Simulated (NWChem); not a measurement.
# C3H6 (SMILES C1CC1) at 6 levels

Wanted: a comparison of 6 runs (r2SCAN/def2-SVPD, B3LYP/def2-SVPD, BHLYP/def2-SVPD, CAM-B3LYP/def2-SVPD, M06-2X/def2-SVPD, M06-L/def2-SVPD) of C3H6. 

Program for the calculation: NWChem 7.3.0.

**1. The system as given**

The species is C3H6 (9 atoms), meant as a singlet with charge 0. As SMILES, `C1CC1`. The C1–H5 distance was set to 1.408 Å, away from the relaxed value.

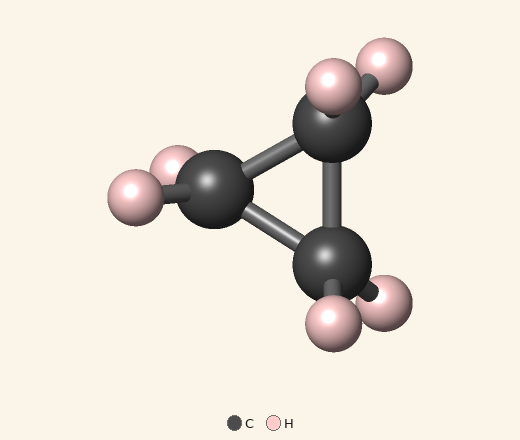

The structure, seen from a chosen angle (carbon dark grey, hydrogen pink).

**2. The energy at r2SCAN/def2-SVPD (run 1)**

input.nw reads:

```
start input
memory stack 880 mb heap 220 mb global 1100 mb
charge 0
geometry units angstroms noautosym nocenter noautoz
 C    -0.547326    0.221384   -0.433433
 C     0.702674    0.671684    0.256467
 C    -0.214126   -0.302216    0.928967
 H    -1.362826    0.928284   -0.521233
 H    -0.419800   -0.654400   -1.528000
 H     0.736674    1.684784    0.637467
 H     1.650374    0.304084   -0.116533
 H     0.110574   -1.331816    1.012867
 H    -0.803126    0.048684    1.767067
end
basis spherical bse
 * library def2-SVPD
end
dft
 xc r2scan
 grid fine
 convergence energy 1e-08
 maxiter 100
 mulliken
 print low
end
task dft energy
```

Run with:

```
$ nwchem input.nw > input.out
```

Standard output:

```text
[...]
 d= 0,ls=0.0,diis     1   -117.6762368671 -1.93D+02  1.23D-02  1.85D-01     2.6
[...]
 d= 0,ls=0.0,diis     8   -117.6988050809 -5.61D-09  5.73D-07  1.41D-09    18.7
         Total DFT energy =     -117.698805080943
      One electron energy =     -305.047148073817
           Coulomb energy =      130.677239440070
    Exchange-Corr. energy =      -18.323903608186
 Nuclear repulsion energy =       74.995007160989
[...]
      Total Density - Mulliken Population Analysis
     ---------------------------------------------
    Atom       Charge   Shell Charges
 -----------   ------   -------------------------------------------------------
    1 C    6     6.02   1.98  0.92  0.30  0.06  2.03  0.74  0.04 -0.05
    2 C    6     5.61   1.98  0.91  0.18 -0.05  2.13  0.52  0.04 -0.09
    3 C    6     5.61   1.98  0.91  0.18 -0.05  2.13  0.52  0.04 -0.09
    4 H    1     1.23   0.76  0.40  0.03  0.04
    5 H    1     0.74   0.64  0.12  0.01 -0.02
    6 H    1     1.19   0.77  0.42  0.03 -0.02
    7 H    1     1.21   0.76  0.43  0.03 -0.01
    8 H    1     1.21   0.76  0.43  0.03 -0.01
    9 H    1     1.19   0.77  0.42  0.03 -0.02
[...]
```

Run time: 20 s. Hardware: 1 thread of Intel Xeon Platinum 8488C (Sapphire Rapids), shared host; peak memory 0.11 GiB.

**3. A single-point energy at B3LYP/def2-SVPD (run 2)**

calc.nw reads:

```
start calc
title "C3H6 B3LYP"
memory total 2200 mb
charge 0

geometry units atomic noautosym nocenter noautoz
   C  -1.03429624  0.41835513 -0.81906966
   C   1.32786141  1.26929880  0.48465239
   C  -0.40463950 -0.57110547  1.75549321
   H  -2.57536790  1.75420253 -0.98498762
   H  -0.79330703 -1.23663678 -2.88750152
   H   1.39211210  3.18378034  1.20463804
   H   3.11875486  0.57463548 -0.22021545
   H   0.20895458 -2.51676749  1.91404123
   H  -1.51768818  0.09199943  3.33927267
end

basis spherical bse
   * library def2-SVPD
end

dft
   xc b3lyp
   grid fine
   convergence energy 1e-08
   maxiter 100
   mulliken
   print medium
end

task dft energy
```

Run with:

```
$ nwchem calc.nw > calc.out
```

Standard output:

```text
[...]
          Wavefunction type:  closed shell.
          No. of atoms     :     9
          No. of electrons :    24
[...]
          Charge           :     0
          Spin multiplicity:     1
[...]
          AO basis - number of functions:   108
[...]
              XC Information
              --------------
                         B3LYP Method XC Potential
                     Hartree-Fock (Exact) Exchange  0.200
                        Slater Exchange Functional  0.800 local
                    Becke 1988 Exchange Functional  0.720 non-local
              Lee-Yang-Parr Correlation Functional  0.810
                  VWN I RPA Correlation Functional  0.190 local
[...]
 d= 0,ls=0.0,diis     1   -117.7525773159 -1.93D+02  1.96D-02  2.39D-01     2.2
[...]
 d= 0,ls=0.0,diis     8   -117.7826702267 -2.39D-09  4.79D-07  8.72D-10    15.2
         Total DFT energy =     -117.782670226664
      One electron energy =     -305.056988874944
           Coulomb energy =      130.691748473890
    Exchange-Corr. energy =      -18.412431637302
 Nuclear repulsion energy =       74.995001811693
[...]
      Total Density - Mulliken Population Analysis
     ---------------------------------------------
    Atom       Charge   Shell Charges
 -----------   ------   -------------------------------------------------------
    1 C    6     5.83   1.98  0.93  0.19  0.08  2.06  0.59  0.04 -0.04
    2 C    6     5.40   1.98  0.92  0.05 -0.05  2.16  0.36  0.04 -0.07
    3 C    6     5.40   1.98  0.92  0.05 -0.05  2.16  0.36  0.04 -0.07
    4 H    1     1.36   0.77  0.52  0.02  0.04
    5 H    1     0.77   0.65  0.14  0.01 -0.03
    6 H    1     1.30   0.77  0.54  0.02 -0.04
    7 H    1     1.32   0.77  0.55  0.02 -0.02
    8 H    1     1.32   0.77  0.55  0.02 -0.02
    9 H    1     1.30   0.77  0.54  0.02 -0.04
[...]
```

Wall time 16 s (1 thread of Intel Xeon Platinum 8488C (Sapphire Rapids), shared host); peak memory 0.11 GiB.

**4. A single-point energy at BHLYP/def2-SVPD (run 3)**

c3h6.nw reads:

```
start c3h6
title "C3H6 BHLYP"
memory 2200 mb

geometry units angstrom noautosym nocenter noautoz
 C     -0.547326     0.221384    -0.433433
 C      0.702674     0.671684     0.256467
 C     -0.214126    -0.302216     0.928967
 H     -1.362826     0.928284    -0.521233
 H     -0.419800    -0.654400    -1.528000
 H      0.736674     1.684784     0.637467
 H      1.650374     0.304084    -0.116533
 H      0.110574    -1.331816     1.012867
 H     -0.803126     0.048684     1.767067
end

basis spherical bse
 * library def2-SVPD
end

dft
 xc bhlyp
 grid fine
 convergence energy 1e-08
 maxiter 100
 mulliken
end

task dft energy
```

Run with:

```
$ nwchem c3h6.nw > c3h6.out
```

Standard output:

```text
[...]
          Wavefunction type:  closed shell.
          No. of atoms     :     9
          No. of electrons :    24
[...]
          Charge           :     0
          Spin multiplicity:     1
[...]
          AO basis - number of functions:   108
[...]
              XC Information
              --------------
                        BHLYP Method XC Functional
                     Hartree-Fock (Exact) Exchange  0.500
                        Slater Exchange Functional  0.500 local
                    Becke 1988 Exchange Functional  0.500 non-local
              Lee-Yang-Parr Correlation Functional  1.000
[...]
 d= 0,ls=0.0,diis     1   -117.6675546239 -1.93D+02  1.13D-02  1.73D-01     2.2
[...]
 d= 0,ls=0.0,diis     7   -117.6950053279 -3.22D-09  9.19D-07  3.02D-09    13.3
         Total DFT energy =     -117.695005327943
      One electron energy =     -305.002385385716
           Coulomb energy =      130.641290652325
    Exchange-Corr. energy =      -18.328917755542
 Nuclear repulsion energy =       74.995007160989
[...]
      Total Density - Mulliken Population Analysis
     ---------------------------------------------
    Atom       Charge   Shell Charges
 -----------   ------   -------------------------------------------------------
    1 C    6     5.95   1.99  0.90  0.26  0.07  2.03  0.70  0.04 -0.04
    2 C    6     5.53   1.99  0.90  0.13 -0.05  2.13  0.48  0.04 -0.08
    3 C    6     5.53   1.99  0.90  0.13 -0.05  2.13  0.48  0.04 -0.08
    4 H    1     1.29   0.77  0.44  0.02  0.05
    5 H    1     0.73   0.63  0.10  0.01 -0.02
    6 H    1     1.23   0.77  0.46  0.02 -0.02
    7 H    1     1.26   0.77  0.47  0.02 -0.01
    8 H    1     1.26   0.77  0.47  0.02 -0.01
    9 H    1     1.23   0.77  0.46  0.02 -0.02
[...]
```

It took 14 s on 1 thread of Intel Xeon Platinum 8488C (Sapphire Rapids), shared host; peak memory 0.11 GiB.

Runs 4 to 5 aren't shown in full; the table further down has their settings and results.

**5. The energy at M06-L/def2-SVPD (run 6)**

sp.nw reads:

```
start sp
memory stack 880 mb heap 220 mb global 1100 mb
geometry noautosym nocenter noautoz
  C    -0.547326    0.221384   -0.433433
  C     0.702674    0.671684    0.256467
  C    -0.214126   -0.302216    0.928967
  H    -1.362826    0.928284   -0.521233
  H    -0.419800   -0.654400   -1.528000
  H     0.736674    1.684784    0.637467
  H     1.650374    0.304084   -0.116533
  H     0.110574   -1.331816    1.012867
  H    -0.803126    0.048684    1.767067
end
basis spherical bse
  C library def2-SVPD
  H library def2-SVPD
end
dft
  xc m06-l
  grid fine
  convergence energy 1e-08
  iterations 100
  mulliken
end
task dft energy
```

Run with:

```
$ nwchem sp.nw > sp.out
```

Standard output:

```text
[...]
          Wavefunction type:  closed shell.
          No. of atoms     :     9
          No. of electrons :    24
[...]
          Charge           :     0
          Spin multiplicity:     1
[...]
          AO basis - number of functions:   108
[...]
              XC Information
              --------------
                        M06-L Method XC Functional
                         M06-L Exchange Functional  1.000
                       M06-L Correlation Potential  1.000
[...]
 d= 0,ls=0.0,diis     1   -117.7402058398 -1.93D+02  1.43D-02  1.86D-01     2.6
[...]
 d= 0,ls=0.0,diis    10   -117.7632822596 -4.52D-10  7.27D-07  1.19D-09    24.0
         Total DFT energy =     -117.763282259625
      One electron energy =     -305.099291050778
           Coulomb energy =      130.755111118117
    Exchange-Corr. energy =      -18.414109487954
 Nuclear repulsion energy =       74.995007160989
[...]
      Total Density - Mulliken Population Analysis
     ---------------------------------------------
    Atom       Charge   Shell Charges
 -----------   ------   -------------------------------------------------------
    1 C    6     5.90   1.99  0.92  0.24 -0.01  2.02  0.78  0.03 -0.07
    2 C    6     5.63   1.98  0.91  0.14 -0.07  2.12  0.61  0.03 -0.11
    3 C    6     5.63   1.98  0.91  0.14 -0.07  2.12  0.61  0.03 -0.11
    4 H    1     1.24   0.78  0.41  0.02  0.03
    5 H    1     0.87   0.65  0.23  0.01 -0.02
    6 H    1     1.18   0.78  0.40  0.03 -0.03
    7 H    1     1.19   0.78  0.41  0.03 -0.02
    8 H    1     1.19   0.78  0.41  0.03 -0.02
    9 H    1     1.18   0.78  0.40  0.03 -0.03
[...]
```

It took 25 s on 1 thread of Intel Xeon Platinum 8488C (Sapphire Rapids), shared host; peak memory 0.11 GiB.

**6. The series**

| run | level | energy (Eh) | wall time |
| --- | --- | --- | --- |
| 1 | r2SCAN/def2-SVPD | -117.698805 | 20 s |
| 2 | B3LYP/def2-SVPD | -117.782670 | 16 s |
| 3 | BHLYP/def2-SVPD | -117.695005 | 14 s |
| 4 | CAM-B3LYP/def2-SVPD | -117.703280 | 57 s |
| 5 | M06-2X/def2-SVPD | -117.711444 | 20 s |
| 6 | M06-L/def2-SVPD | -117.763282 | 25 s |

**7. Outcome**

```
            quantity          value
 run 6: total energy  -117.76328 Eh
run 6: dipole moment         0.29 D
  run 6: HOMO energy       -7.28 eV
  run 6: LUMO energy        0.35 eV
run 6: HOMO–LUMO gap        7.62 eV
```

What this shows: Over runs 2, 3, 4, 5, 6 the dipole moment (its size) runs from 0.27 D (M06-2X/def2-SVPD) to 0.31 D (B3LYP/def2-SVPD). Over runs 2, 3, 4, 5, 6 the HOMO–LUMO gap runs from 7.62 eV (M06-L/def2-SVPD) to 11.22 eV (CAM-B3LYP/def2-SVPD). Totals of different functionals can't be ranked against each other. All runs together took 2.5 min, the longest 57 s.
